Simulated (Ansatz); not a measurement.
**H$_{4}$OSi···HCl: density, localisation and related maps**

Input

```
crystal:
  periodic: [false, false, false]
  atoms:
    - { symbol: Si, position_ang: [-0.566558, -0.648939, -0.390727] }
    - { symbol: H, position_ang: [0.84344, -1.005885, -0.402774] }
    - { symbol: H, position_ang: [-1.254664, -1.443795, -1.4469] }
    - { symbol: H, position_ang: [-1.088912, -1.011395, 0.965664] }
    - { symbol: O, position_ang: [-0.804781, 0.951554, -0.781455] }
    - { symbol: H, position_ang: [1.756463, 0.277769, 0.694987] }
    - { symbol: Cl, position_ang: [1.535466, 1.301946, 1.501348] }
    - { symbol: H, position_ang: [-0.420454, 1.578745, -0.139941] }
basis:
  gaussian: { orbitals: def2-mTZVP }
hamiltonian:
  xc: pbe
  dispersion: d4
relax:
  f_tol: 0.03
  max_steps: 50
output:
  orbitals: {}
```

Command:

```sh
ansatz run input.yaml --threads 2 --pin off --max-ram 3072MiB --backend cpu --events-out ev --progress --plain --runs-dir out
```

The fields are those of the relaxed geometry.

Theory: Ansatz 0.2.0, RKS PBE-D4/def2-mTZVP.

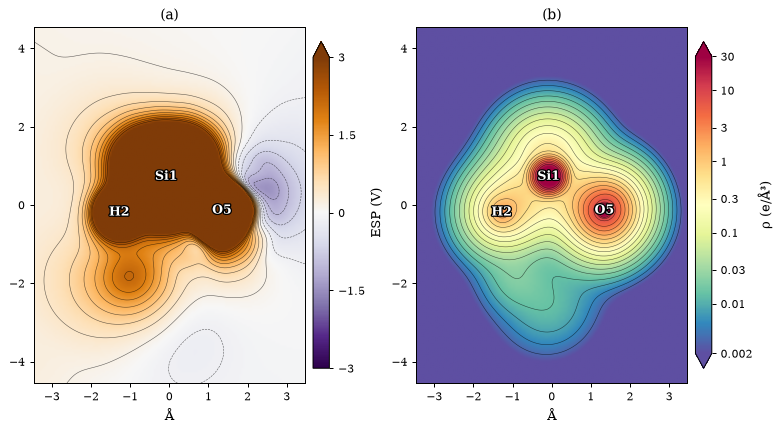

Figure 1. (a) molecular electrostatic potential; (b) total electron density on the plane of atoms H2, Si1 and O5.

What do the fields say about this system?

Atoms in the plane: Si, H and O.
Si–O (1.67 Å): ρ at the midpoint is about 1.1 e/Å³.
Si–H (1.51 Å): ρ at the midpoint is about 0.76 e/Å³.
Outside the dense part of the complex the potential is most negative (−1.5 V) near O5.

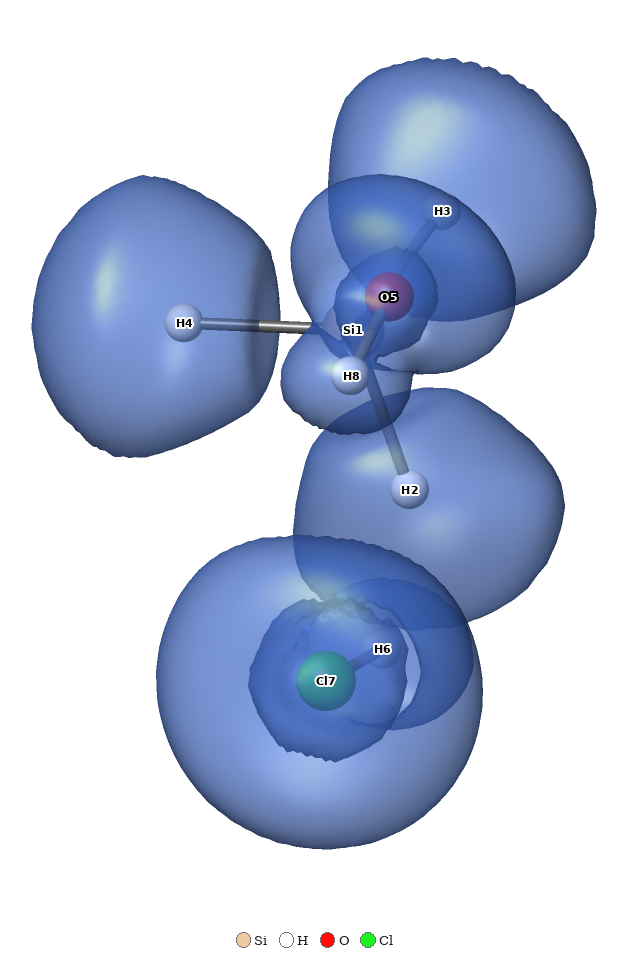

Figure 2. Isosurface of the electron localisation function at 0.75 (blue), seen at an oblique angle. Core shells and regions of very low density are left out.

Describe the localisation domains.

At this value the surface marks out three regions around hydrogen nuclei, one joined region spread over several atoms (Cl, H), in which their bonds and any lone pairs are merged and one joined region spread over several atoms (H, O), in which their bonds and any lone pairs are merged. Profiles from the grid: H2···H6 (2.02 Å): the ELF dips to about 0.05 between them. Si–O (1.67 Å): the ELF peaks at about 0.90 between the atoms; a shared but strongly polarised pair.

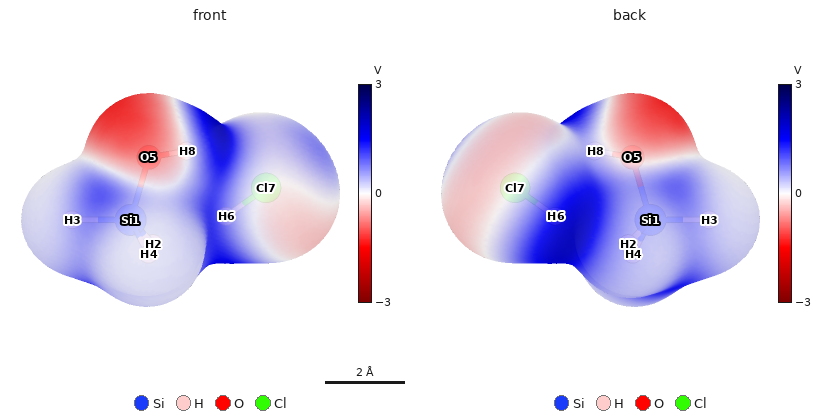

Figure 3. The molecular electrostatic potential painted on the density surface at 0.002 e/bohr³, seen from the front and from behind; the colour scale runs from red (negative) to blue (positive).

Where is the surface potential most negative and most positive?

The most negative region (about −1.3 V) lies over O5, the most positive (about +2.0 V) over H6 and H8. Cl7 shows a σ-hole: about +0.7 V at the tip opposite its bond, against about +0.2 V on its flanks. O5 is the likeliest acceptor of a hydrogen bond.
